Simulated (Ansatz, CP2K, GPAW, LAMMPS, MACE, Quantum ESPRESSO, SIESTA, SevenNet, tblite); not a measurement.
## GPAW on liquid Ge at 2600 K (66 atoms): settings against a plane-wave reference

Aim: run liquid Ge at 2600 K (66 atoms) in GPAW and see how near its forces come to a plane-wave reference, and at what cost.

Main program and level: GPAW 26.7.0; the method is named at each step.

## Step 1: Set-up

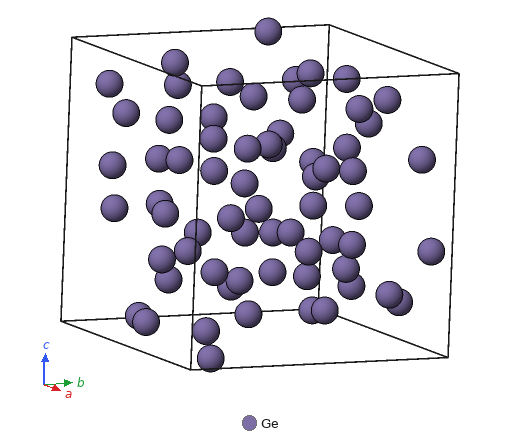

The starting structure, seen slightly off an axis (germanium purple).

The cell holds 66 atoms: 66 Ge. Cell: a = 11.473 Å, b = 11.473 Å, c = 11.473 Å, α = 90.0°, β = 90.0°, γ = 90.0°. 66 atoms (66 Ge) placed at random at 5.27 g/cm³, melted at 3500 K for 10 ps at fixed volume with the Tersoff potential (Tersoff, Phys. Rev. B 39, 5566 (1989)). Snapshot at the end of a hold of 5 ps at 2600 K and fixed volume.

The yardstick, on the same geometry:

* method: Kohn-Sham DFT, PBE, SSSP efficiency 1.3.0 pseudopotentials, plane waves (Quantum ESPRESSO 7.5); sssp-pbe-1.3.0-efficiency, cutoffs 45/360 Ry, Γ point
* r.m.s. force component: 0.8985 eV/Å
* longest force: 3.647 eV/Å
* pressure: 4.464 GPa
* time: 4.2 min on 4 MPI ranks of Arm Neoverse V1, shared host
* CPU time: 17 min

## Step 2: PBE, LCAO dzp, h 0.2 Å

Method: Kohn-Sham DFT, PBE, PAW, atomic orbitals (dzp).

run.py

```python
import numpy as np
from ase.io import read
from gpaw import GPAW, FermiDirac

atoms = read("structure.xyz")
atoms.calc = GPAW(
    mode="lcao",
    basis="dzp",
    h=0.2,
    xc="PBE",
    kpts={"size": (1, 1, 1), "gamma": True},
    occupations=FermiDirac(0.05),
    maxiter=200,
    symmetry={"point_group": False},
    txt="gpaw.txt",
)
energy = atoms.get_potential_energy(force_consistent=True)
forces = atoms.get_forces()
print(f"energy {energy:.6f} eV")
print("forces (eV/A)")
for i, (a, f) in enumerate(zip(atoms, forces)):
    print(f"{i:4d} {a.symbol:2s} {f[0]:10.5f} {f[1]:10.5f} {f[2]:10.5f}")
print(f"Fermi level {atoms.calc.get_fermi_level():.4f} eV")
for k in range(len(atoms.calc.get_ibz_k_points())):
    for s in range(atoms.calc.get_number_of_spins()):
        e = atoms.calc.get_eigenvalues(kpt=k, spin=s)
        n = np.searchsorted(e, atoms.calc.get_fermi_level())
        print(f"k {k} spin {s} levels about the Fermi level:", np.round(e[max(n - 6, 0):n], 4).tolist(), "|", np.round(e[n:n + 6], 4).tolist())
```

structure.xyz

```xyz
66
Lattice="11.47290 0.00000 0.00000 0.00000 11.47290 0.00000 0.00000 0.00000 11.47290" Properties=species:S:1:pos:R:3 pbc="T T T"
Ge 0.44297 8.53354 11.40624
Ge 3.05420 0.62952 5.06207
Ge 1.34841 6.84680 1.32994
Ge 7.21014 7.37111 5.58420
Ge 0.16842 4.64939 1.50708
Ge 8.57003 2.10826 0.97829
Ge 5.98885 5.29210 1.07593
Ge 3.57909 4.12038 4.01356
Ge 5.18655 6.50640 7.59655
Ge 1.17781 3.60272 4.78844
Ge 1.73218 5.69549 6.11838
Ge 5.20548 9.80726 7.47689
Ge 6.58051 9.73980 5.35693
Ge 4.53443 2.08290 3.18098
Ge 10.07022 11.26077 4.04856
Ge 0.38755 10.71248 1.41472
Ge 6.33694 1.76797 7.52129
Ge 4.13403 7.98743 3.94243
Ge 10.36978 7.64875 10.01951
Ge 5.83420 11.20914 9.45023
Ge 7.12708 5.32756 8.12924
Ge 3.96687 2.06352 7.15725
Ge 4.21996 4.30762 8.77298
Ge 6.92390 4.51780 4.56966
Ge 1.90255 9.09686 9.67636
Ge 4.33010 8.16813 9.33779
Ge 9.74669 3.04514 8.51094
Ge 6.90531 7.66711 1.28680
Ge 6.30551 3.90801 10.57560
Ge 7.75924 0.49574 5.65167
Ge 9.83319 9.58297 2.33634
Ge 1.10404 8.90951 7.37845
Ge 9.33860 11.06240 7.64015
Ge 1.97609 3.80292 9.71479
Ge 3.61178 6.05586 1.99032
Ge 8.48949 9.05453 9.04592
Ge 10.52822 3.96894 3.61385
Ge 9.18165 7.05962 1.70028
Ge 1.93433 1.56215 8.67214
Ge 1.69133 8.44991 3.50325
Ge 3.61305 1.95028 0.50148
Ge 9.61773 5.78991 11.41129
Ge 0.04991 4.46456 7.94556
Ge 3.10732 0.16659 10.11933
Ge 7.98216 3.87382 6.76740
Ge 10.79107 0.97015 9.18383
Ge 1.27177 2.81751 0.31000
Ge 3.82105 10.95628 1.59863
Ge 6.73425 2.09139 3.89987
Ge 11.40360 7.02428 4.73418
Ge 8.69852 3.75887 10.40741
Ge 5.86896 9.63506 2.69877
Ge 5.95042 1.59657 11.39511
Ge 11.14627 7.06822 7.66722
Ge 6.46578 9.02917 10.50103
Ge 10.77236 1.23058 0.28992
[... 6 atom lines left out ...]
Ge 8.84893 7.04987 7.37535
Ge 7.99845 10.97383 1.65738
Ge 9.19771 2.05950 3.46837
Ge 1.97862 10.98565 3.13692
```

Started as:

```sh
$ OMP_NUM_THREADS=1 python run.py > output.txt
```

Output:

```text
energy -257.379721 eV
forces (eV/A)
   0 Ge    0.82118    1.45304    2.14929
   1 Ge    0.64225    0.12127    0.31111
   2 Ge    0.50303   -0.31656    1.39959
   3 Ge    0.69998    0.83223   -0.21310
   4 Ge   -0.64000    1.06655   -0.71479
   5 Ge   -0.21749    0.22761    0.18965
   6 Ge   -0.40477    0.38996    0.90766
   7 Ge   -0.50282    0.99273   -0.24688
   8 Ge   -1.64035    0.43907    0.17608
   9 Ge    0.36576   -0.61815    0.34755
  10 Ge    0.06681   -0.08205    0.41330
  11 Ge   -0.27124   -0.36981   -0.18872
  12 Ge   -0.05137    0.19403   -0.34719
  13 Ge   -1.57099   -1.17266   -1.28664
  14 Ge   -0.31955    0.15438    0.70444
  15 Ge   -1.25457   -0.21299   -1.11616
  16 Ge    1.13381   -0.38617   -0.08961
  17 Ge    0.22169    0.24964   -0.08780
  18 Ge   -1.65945   -0.68889   -0.99041
  19 Ge   -0.67371    1.81921    0.39854
  20 Ge    0.43578    1.92042    3.48533
  21 Ge   -0.45679    0.85033   -0.18927
  22 Ge    0.55458   -0.59738   -0.11693
  23 Ge    0.91070   -0.85673   -0.64222
[...]
58 Ge   -1.27920    0.18371    0.01234
  59 Ge    0.01280    0.21515   -0.27104
  60 Ge    0.37345   -0.08082    1.77051
  61 Ge    0.30465    1.87395   -0.84030
  62 Ge   -1.66100    0.71058    0.43730
  63 Ge   -1.21126    0.30069   -0.35590
  64 Ge   -1.07527   -0.83815   -2.09778
  65 Ge   -0.41205   -0.36173    0.74978
Fermi level 5.6701 eV
k 0 spin 0 levels about the Fermi level: [5.3659, 5.3933, 5.4735, 5.5242, 5.5582, 5.6359] | [5.6952, 5.7718, 5.9027, 5.9301, 6.0264, 6.0999]
```

gpaw.txt:

```text
Input parameters:
  mode=LCAO(),
  basis={'default': 'dzp'},
  h=0.2,
  kpts=MonkhorstPack(size=(1, 1, 1), gamma=True),
  maxiter=200,
  occupations=Occupations(name='fermi-dirac', width=0.05, fixmagmom=False),
  symmetry=Symmetry(point_group=False),
  xc=XC(name='PBE')
Unit cell  # Å
| periodic |         x |         y |         z |   lengths |    angles |
|----------|-----------|-----------|-----------|-----------|-----------|
|      yes | 11.472900 |  0.000000 |  0.000000 | 11.472900 | 90.000000 |
|      yes |  0.000000 | 11.472900 |  0.000000 | 11.472900 | 90.000000 |
|      yes |  0.000000 |  0.000000 | 11.472900 | 11.472900 | 90.000000 |
Number of symmetries: 1
Symmetry operations  # r_c * U_cc + t_c -> r_c
|   | kind |            matrix            |
|---|------|------------------------------|
| 0 |  E   |  1, 0, 0,  0, 1, 0,  0, 0, 1 |
BZ-sampling:
  Number of BZ points: 1
  Number of IBZ points: 1
  Monkhorst-Pack size: [1, 1, 1]
  Monkhorst-Pack shift: [0, 0, 0]
[... lines left out ...]
  Fermi-Dirac:
[... lines left out ...]
xc functional:
  name: PBE with 2 nearest neighbor stencil
interpolation: tri-quintic # 5. degree polynomial
Initialization done in: 12.241 s
convergence criteria:
- Maximum [total energy] change in last 3 cyles: 0.0005 eV / valence electron
- Maximum integral of absolute [dens]ity change: 0.0001 electrons / valence electron
- Maximum integral of absolute [eigenst]ate change: 4e-08 eV^2 / valence electron
maximum number of iterations: 200
SCF iterations
|iter     |      energy | eigst |  dens |
|---------|-------------|-------|-------|
|iter:   1| -258.004511 |      c|       |
|iter:   2| -257.847910 |      c| -1.13 |
|iter:   3| -263.196945 |      c| -1.15 |
|iter:   4| -265.365871 |      c| -1.19 |
|iter:   5| -257.658918 |      c| -1.10 |
|iter:   6| -257.451937 |      c| -1.73 |
|iter:   7| -257.290553 |      c| -1.88 |
|iter:   8| -257.279520 |      c| -2.24 |
|iter:   9| -257.271856c|      c| -2.37 |
|iter:  10| -257.260271c|      c| -2.48 |
|iter:  11| -257.261781c|      c| -2.86 |
[...]
|iter:  15| -257.258939c|      c| -3.92 |
|iter:  16| -257.258945c|      c| -3.88 |
|iter:  17| -257.258965c|      c| -4.36c|
Converged in 17 steps
SCF loop duration: 214.523 s (12.619 s/step)
Energy contributions relative to reference atoms: (reference = -3768444.098265)
Energy contributions:
  Kinetic:        1059.763232
  Coulomb:        -948.934719
  Zero:              0.397128
  External:          0.000000
  Xc:             -368.363849
  Entropy:          -0.241513
  Spinorbit:         0.000000
  ----------------------------
  Free energy:    -257.379721
  Extrapolated:   -257.258965
dipole moment: (-55.416503, 70.854983, 41.648988)  # |e|*Ang
Fermi level: 5.670
Eigenvalues  # (at kpt = [0.000, 0.000, 0.000])
| band index |      eig [eV] | occ [0-2] |
|------------|---------------|-----------|
|          0 |        -7.209 |     2.000 |
|        ... |               |           |
|        124 |         5.198 |     2.000 |
|        125 |         5.254 |     2.000 |
[...]
|        139 |         6.265 |     0.000 |
|        ... |               |           |
|        162 |         7.813 |     0.000 |
Gap: 0.059 eV
Transition (v -> c):
  (s=0, k=0, n=131, [0.00, 0.00, 0.00]) -> (s=0, k=0, n=132, [0.00, 0.00, 0.00])
No difference between direct/indirect transitions
Force computation time: 29.921  # s
timing:  # [seconds]
  Total:  256.717  # ━━━━━━━━━━━━━━━━━━━━━━━━━━━━━━━━━━━━━━━━━━━━━━━━━━━━━━━━
  Init:    12.240  # ━━╸
  SCF:    214.523  # ━━━━━━━━━━━━━━━━━━━━━━━━━━━━━━━━━━━━━━━━━━━━━━━
  Forces:  29.921  # ━━━━━━╸
```

The job ended after 4.3 min (1 thread of Arm Neoverse V1, shared host; peak memory 1.4 GiB).

Banners, paths, timers and routine set-up lines are dropped from the logs unmarked, and long logs keep their key lines alone; longer cuts are marked.

Compared with the plane-wave run:

```yaml
r_m_s_force_component: 0.985 eV/Å
r_m_s_difference_of_force_components: 101.5 meV/Å
longest_difference_of_force_vectors: 362.2 meV/Å
force_difference_over_r_m_s_force: 11.29 %
slope_of_forces_against_the_reference_s: 1.095
correlation_of_force_components: 0.9984
```

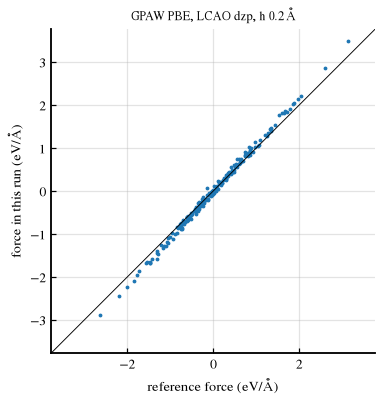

Force components against those of the reference; the line marks equality.

Local excerpt of 9 atoms (numbers count through the whole input) about Ge21, which bears the longest force; x, y, z are measured from there.

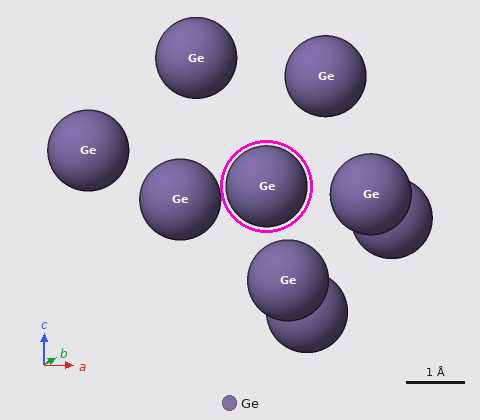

The atoms of the table, within 3.5 Å (arrows a, b, c point along x, y, z); some may hide others; the central atom is ringed.

| atom | x | y | z | distance (Å) | bonds | Fx | Fy | Fz (eV/Å) |
| --- | --- | --- | --- | --- | --- | --- | --- | --- |
| Ge21 | 0.00 | 0.00 | 0.00 | 0.00 | 4 | 0.44 | 1.92 | 3.49 |
| Ge45 | 0.86 | -1.45 | -1.36 | 2.17 | 5 | 0.89 | -2.89 | -2.22 |
| Ge9 | -1.94 | 1.18 | -0.53 | 2.33 | 5 | -1.64 | 0.44 | 0.18 |
| Ge63 | 1.72 | 1.72 | -0.75 | 2.55 | 4 | -1.66 | 0.71 | 0.44 |
| Ge29 | -0.82 | -1.42 | 2.45 | 2.95 | 5 | -1.46 | 0.63 | -1.31 |
| Ge23 | -2.91 | -1.02 | 0.64 | 3.15 | 4 | 0.55 | -0.60 | -0.12 |
| Ge51 | 1.57 | -1.57 | 2.28 | 3.18 | 4 | -0.57 | 0.65 | 1.85 |
| Ge4 | 0.08 | 2.04 | -2.55 | 3.26 | 5 | 0.70 | 0.83 | -0.21 |
| Ge27 | 2.62 | -2.28 | 0.38 | 3.50 | 5 | -0.10 | -0.87 | -1.43 |

Atoms are counted from 1 here, from 0 in the log.

Forces lie 11 % from the reference's, at 0.26 times its CPU time (on 1 against 4 cores).

## Step 3: PBE, LCAO sz(dzp), h 0.2 Å

Method: Kohn-Sham DFT, PBE, PAW, atomic orbitals (sz(dzp)).

run.py, as its differences from that of step 2:

```diff
@@ -7,3 +7,3 @@
     mode="lcao",
-    basis="dzp",
+    basis="sz(dzp)",
     h=0.2,
```

structure.xyz is that of step 2.

Output:

```text
energy -238.945232 eV
forces (eV/A)
   0 Ge    0.75745    1.81711    2.57694
   1 Ge    1.03831    0.11836    0.31072
   2 Ge    0.38182   -0.20836    1.53319
   3 Ge    1.02044    1.14536   -0.40353
   4 Ge   -0.84417    1.16227   -0.78937
   5 Ge   -0.32579    0.40044    0.19465
   6 Ge   -0.37082    0.33889    1.23060
   7 Ge   -0.60256    1.22904   -0.25307
   8 Ge   -2.00000    0.52385    0.20834
   9 Ge    0.47702   -0.96589    0.20221
  10 Ge    0.60100    0.08329    0.69027
  11 Ge   -0.21325   -0.32811   -0.25907
[...]
61 Ge    0.08864    2.32232   -0.95804
  62 Ge   -1.94701    0.73033    0.45476
  63 Ge   -1.70225    0.43176   -0.62501
  64 Ge   -1.15580   -0.80105   -2.63558
  65 Ge   -0.65656   -0.32600    0.98925
Fermi level 5.6924 eV
k 0 spin 0 levels about the Fermi level: [5.3427, 5.3938, 5.4569, 5.5251, 5.5711, 5.6569] | [5.7228, 5.806, 5.9324, 5.9886, 6.0705, 6.1421]
```

gpaw.txt:

```text
Input parameters:
  mode=LCAO(),
  basis={'default': 'sz(dzp)'},
  h=0.2,
  kpts=MonkhorstPack(size=(1, 1, 1), gamma=True),
  maxiter=200,
  occupations=Occupations(name='fermi-dirac', width=0.05, fixmagmom=False),
  symmetry=Symmetry(point_group=False),
  xc=XC(name='PBE')
[... lines left out ...]
  Fermi-Dirac:
[... lines left out ...]
convergence criteria:
- Maximum [total energy] change in last 3 cyles: 0.0005 eV / valence electron
[... lines left out ...]
Converged in 15 steps
[... lines left out ...]
  Free energy:    -238.945232
[... lines left out ...]
Fermi level: 5.692
[... lines left out ...]
|          0 |        -7.498 |     2.000 |
|        ... |               |           |
|        124 |         5.160 |     2.000 |
|        125 |         5.264 |     2.000 |
[...]
|        139 |         6.335 |     0.000 |
|        ... |               |           |
|        162 |         8.066 |     0.000 |
Gap: 0.066 eV
Transition (v -> c):
  (s=0, k=0, n=131, [0.00, 0.00, 0.00]) -> (s=0, k=0, n=132, [0.00, 0.00, 0.00])
No difference between direct/indirect transitions
Force computation time: 5.336  # s
timing:  # [seconds]
  Total:  68.206  # ━━━━━━━━━━━━━━━━━━━━━━━━━━━━━━━━━━━━━━━━━━━━━━━━━━━━━━━━━
  Init:    8.943  # ━━━━━━━╸
  SCF:    53.899  # ━━━━━━━━━━━━━━━━━━━━━━━━━━━━━━━━━━━━━━━━━━━━━
  Forces:  5.336  # ━━━━╸
```

The job ended after 70 s (1 thread; peak memory 1 GiB).

Against the reference:

```yaml
r_m_s_force_component: 1.188 eV/Å
r_m_s_difference_of_force_components: 334.7 meV/Å
longest_difference_of_force_vectors: 1099 meV/Å
force_difference_over_r_m_s_force: 37.25 %
slope_of_forces_against_the_reference_s: 1.305
correlation_of_force_components: 0.9869
```

This is a coarse setting, run to see what it loses.

Against the first run (11 %), the force difference from the reference is 37 %, at 0.27 times the CPU time, with 264 basis functions against 858: the smaller basis costs accuracy.

[end of part 1 of 2]

[Also dropped from logs without a mark: logging warnings of Python, and SIESTA's first energy breakdown and zero terms.]

[Logs are printed without paths, hosts, clocks, repeated set-up lines and the standing remarks that a program may print on its own settings, such as how far it seeks lower states.]

[Hosts, paths, dates, database ids (printed as entryN), source tags and the programs' standing remarks are cut or masked in the printed files.]
